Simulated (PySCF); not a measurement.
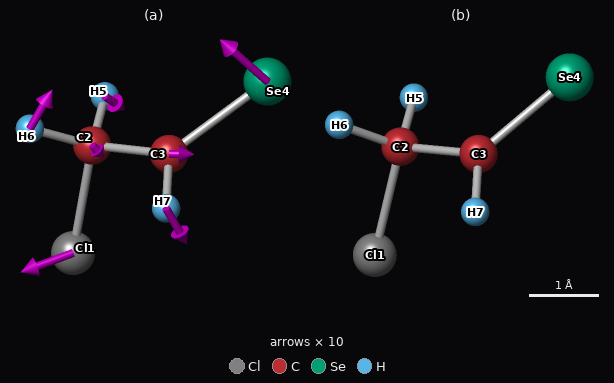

The structure of C2H3ClSe before (left) and after (right) a relaxation, at one scale. The purple arrows give the displacements, 10 times their true length.

A ball-and-stick model, seen from a free direction.

The start comes from GFN2-xTB. Its atoms were then displaced at random by about 0.01 Å.

Theory: PBE0-D3(BJ)/def2-SVP geometry optimisation, gas phase (PySCF). 

Q: What changed between the two?

A: After 5 geometry steps the energy has fallen by 1.57 kcal/mol. The largest move after the best rigid fit is that of Se4, 0.11 Å. Largest moves by element: Se 0.11 Å, Cl 0.08 Å, H 0.07 Å, C 0.04 Å. Near-neighbour distances that change, for instance: C3–Se4 1.793 → 1.749 Å, C2–C3 1.463 → 1.486 Å, C2–H5 1.081 → 1.098 Å, Cl1–C2 1.774 → 1.790 Å. Among the angles between lasting bonds that change: Se4–C3–H7 117.4° → 120.5°, C2–C3–H7 117.3° → 114.8°, Cl1–C2–C3 108.4° → 110.8°. The run took 9.6 s on 1 thread of AMD EPYC 9R45 96-Core Processor, with other jobs on the host.
